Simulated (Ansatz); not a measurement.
# SiNH2Cl (SMILES N[Si]Cl): levels of theory compared

Wanted: a comparison of 6 runs (UHF/STO-3G, PBE/STO-3G, wB97X/STO-3G, MP2/STO-3G, BCCD(T)/STO-3G, UCCSD(T)/STO-3G) of SiNH2Cl. 

Program for the calculation: Ansatz 0.2.0.

66 further runs of the same task are left out: 66 set aside as unsound or not needed.

## 1. The molecule

The species is SiNH2Cl (5 atoms), meant as a singlet with charge 0. SMILES: `N[Si]Cl`. The H4–N1 distance was set to 2.018 Å, away from the relaxed value. At this shape a bond of the SMILES string is far longer than usual.

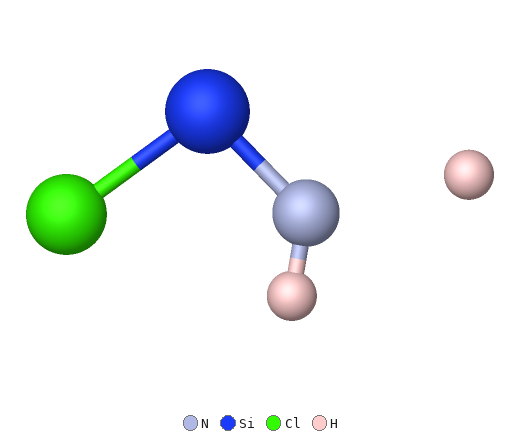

Viewed from a chosen angle; nitrogen light blue, silicon blue, chlorine green, hydrogen pink.

## 2. A single-point energy at UHF/STO-3G (run 1)

input.yaml reads:

```yaml
crystal:
  periodic: [false, false, false]
  atoms:
    - {symbol: N, position_ang: [0.176914, -0.371840, -0.240400]}
    - {symbol: Si, position_ang: [0.208914, -1.297040, 1.186100]}
    - {symbol: Cl, position_ang: [0.974114, -3.079740, 0.370800]}
    - {symbol: H, position_ang: [-0.473300, 1.538600, -0.227400]}
    - {symbol: H, position_ang: [0.463714, -0.684640, -1.156500]}
basis:
  gaussian: {orbitals: STO-3G}
magnetization: {spin_polarized: true}
hamiltonian: {xc: hf}
accuracy: high
```

Command:

```console
ansatz run input.yaml --threads 1 --pin off --max-ram 2610MiB --events-out events.jsonl --progress --plain --runs-dir runs
```

What it wrote:

```text
Warning: RAYON_NUM_THREADS=1 ignored (pool sized by the plan → 1); use --threads N
Functional definition: HF
  name "HF"
  exchange = exact_x
  correlation = 0
453 factors; integrals over basis functions are off by at most 1.3e-8 eV
mean field evaluation 1: about -21626.8797 eV, gradient 1.5e1 eV
mean field evaluation 2: about -21626.9361 eV, gradient 1.5e1 eV
mean field evaluation 4: about -21629.1408 eV, gradient 1.4e0 eV
mean field evaluation 8: about -21629.1977 eV, gradient 4.2e-2 eV
mean field evaluation 16: about -21629.8812 eV, gradient 4.2e0 eV
mean field evaluation 32: about -21631.8376 eV, gradient 5.1e-1 eV
mean field evaluation 64: about -21630.2763 eV, gradient 5.8e0 eV
mean field evaluation 96: about -21623.5135 eV, gradient 7.0e0 eV
mean field evaluation 128: about -21629.0919 eV, gradient 1.4e0 eV
mean field -21631.90791879 eV, -794.9579533817 hartree, gradient 2.3e-8 eV, S^2 0.894545; 6 other end points of the search recorded, 0 dependent functions left out
reference -21631.90791879 eV, -794.9579533817 hartree; 20, 20 occupied and 5, 5 virtual orbitals, 453 factors
Total energy: -21631.90791879 eV, -794.9579533817 hartree
```

It took 0.69 s on 1 thread of Arm Neoverse V1, shared host.

## 3. A single-point energy at PBE/STO-3G (run 2)

job.yaml reads:

```yaml
crystal:
  periodic: [false, false, false]
  atoms:
    - {symbol: N, position_ang: [0.176914, -0.371840, -0.240400]}
    - {symbol: Si, position_ang: [0.208914, -1.297040, 1.186100]}
    - {symbol: Cl, position_ang: [0.974114, -3.079740, 0.370800]}
    - {symbol: H, position_ang: [-0.473300, 1.538600, -0.227400]}
    - {symbol: H, position_ang: [0.463714, -0.684640, -1.156500]}
basis:
  gaussian:
    orbitals: STO-3G
accuracy: high
hamiltonian:
  xc: {name: PBE}
```

Command:

```console
ansatz run job.yaml --threads 1 --pin off --max-ram 2610MiB --events-out events.jsonl --progress --plain --runs-dir runs
```

What it wrote:

```text
Warning: RAYON_NUM_THREADS=1 ignored (pool sized by the plan → 1); use --threads N
Functional definition: PBE
  name "PBE"
  parameter kappa = 0.804
  parameter beta = 0.06672455060314922
  exchange = pbe_x(kappa = kappa, mu = beta*pi^2/3)
  correlation = pbe_c(beta = beta)
453 factors; integrals over basis functions are off by at most 1.3e-8 eV
mean field evaluation 1: about -21655.4778 eV, gradient 3.1e1 eV
mean field evaluation 2: about -21607.7383 eV, gradient 1.1e2 eV
mean field evaluation 4: about -21658.1148 eV, gradient 1.6e1 eV
mean field evaluation 8: about -21659.4664 eV, gradient 6.1e-1 eV
mean field evaluation 16: about -21659.4184 eV, gradient 1.9e-4 eV
mean field -21659.41843138 eV, -795.9689460721 hartree, gradient 2.3e-8 eV, S^2 0.000000; 0 other end points of the search recorded, 0 dependent functions left out
reference -21659.41843337 eV, -795.9689461453 hartree; 20, 20 occupied and 5, 5 virtual orbitals, 453 factors
Total energy: -21659.41843337 eV, -795.9689461453 hartree
```

Wall time 1.7 s (1 thread of Arm Neoverse V1, shared host); peak memory 0.1 GiB.

## 4. A single-point energy at wB97X/STO-3G (run 3)

job.yaml, as its differences from that of step 3:

```diff
@@ -11,4 +11,4 @@
     orbitals: STO-3G
+hamiltonian:
+  xc: {name: wB97X}
 accuracy: high
-hamiltonian:
-  xc: {name: PBE}
```

Command:

```console
ansatz run job.yaml --threads 1 --pin off --max-ram 2610MiB --events-out events.jsonl --progress --plain --runs-dir runs
```

What it wrote, cut to the lines that bear on the results:

```text
Warning: RAYON_NUM_THREADS=1 ignored (pool sized by the plan → 1); use --threads N
Functional definition: wB97X
  name "wB97X"
[...]
      + exact_x_lr(omega)
[...]
      + integral(e_c_pw_opposite_spin*poly(b97_u_opposite, 1, cos1, cos2, cos3, cos4))
453 factors; integrals over basis functions are off by at most 1.3e-8 eV
169 factors; integrals over basis functions are off by at most 9.9e-10 eV
[...]
mean field -21669.78572714 eV, -796.3499371640 hartree, gradient 5.2e-8 eV, S^2 0.000000; 0 other end points of the search recorded, 0 dependent functions left out
reference -21669.78572540 eV, -796.3499371000 hartree; 20, 20 occupied and 5, 5 virtual orbitals, 453 factors
Total energy: -21669.78572540 eV, -796.3499371000 hartree
```

Wall time 7.5 s (1 thread of Arm Neoverse V1, shared host); peak memory 0.26 GiB.

Runs 4 to 5 aren't shown in full; the table further down has their settings and results.

## 5. A single-point energy at UCCSD(T)/STO-3G (run 6)

molecule.yaml reads:

```yaml
crystal:
  periodic: [false, false, false]
  atoms:
    - {symbol: N, position_ang: [0.176914, -0.371840, -0.240400]}
    - {symbol: Si, position_ang: [0.208914, -1.297040, 1.186100]}
    - {symbol: Cl, position_ang: [0.974114, -3.079740, 0.370800]}
    - {symbol: H, position_ang: [-0.473300, 1.538600, -0.227400]}
    - {symbol: H, position_ang: [0.463714, -0.684640, -1.156500]}
basis:
  gaussian:
    orbitals: STO-3G
magnetization:
  spin_polarized: true
correlation:
  method: ccsd_t
  frozen_orbitals: {Cl: 5, H: 0, "N": 1, Si: 5}
accuracy: high
scf:
  omitted_lower_state_checks: [cluster_reference, increment]
```

Command:

```console
ansatz run molecule.yaml --threads 1 --pin off --max-ram 2610MiB --events-out events.jsonl --progress --plain --runs-dir runs
```

What it wrote:

```text
Warning: RAYON_NUM_THREADS=1 ignored (pool sized by the plan → 1); use --threads N
[... 15 lines left out ...]
11 core orbitals not correlated: weight in the atoms' cores, before any rotation towards them, 1.000 or more for the frozen orbitals, at most 0.000 for the correlated occupied ones
[... 50 lines left out ...]
Total energy: -21635.00211956 eV, -795.0716631627 hartree
Checks for a lower state left out: cluster_reference, increment
```

Run time: 1.3 s. Hardware: 1 thread of Arm Neoverse V1, shared host.

## 6. The series

| run | level | frozen core orbitals | energy (Eh) | wall time |
| --- | --- | --- | --- | --- |
| 1 | UHF/STO-3G | – | -794.957953 | 0.69 s |
| 2 | PBE/STO-3G | – | -795.968946 | 1.7 s |
| 3 | wB97X/STO-3G | – | -796.349937 | 7.5 s |
| 4 | MP2/STO-3G | 11 | -795.009834 | 0.42 s |
| 5 | BCCD(T)/STO-3G | 11 | -795.073990 | 0.34 s |
| 6 | UCCSD(T)/STO-3G | 11 | -795.071663 | 1.3 s |

## 7. Summary of results

```
                                           quantity          value
                                run 6: total energy  -795.07166 Eh
run 6: correlation energy (11 core orbitals frozen)     -113.7 mEh
                              run 6: (T) correction      -6.21 mEh
           run 6: ⟨S²⟩ of the reference determinant          0.895
                               run 6: T1 diagnostic          0.059
```

What this shows: Below the UHF energy at the same shape and in the same basis (STO-3G): MP2 -51.9 mEh; BCCD(T) -116.0 mEh; UCCSD(T) -113.7 mEh. Some of these start from another determinant than that one, so these aren't their correlation energies. Totals of different functionals can't be ranked against each other. In runs 4, 5 the log says that unrestricted orbitals would lower the reference, so the values rest on an unstable closed-shell determinant (other closed-shell runs at this shape may share the fault). In runs 1, 2, 3, 4, 5, 6 the basis is minimal, so the values are rough. In runs 2, 3, 4 a closed-shell determinant meets a far-stretched bond, which it describes badly. Spin contamination of the reference: run 1 ⟨S²⟩ = 0.89, run 6 ⟨S²⟩ = 0.89. Where it is this large, the reference is a mixture of spin states, and values that rest on it are in doubt. All runs together took 12 s, the longest 7.5 s.
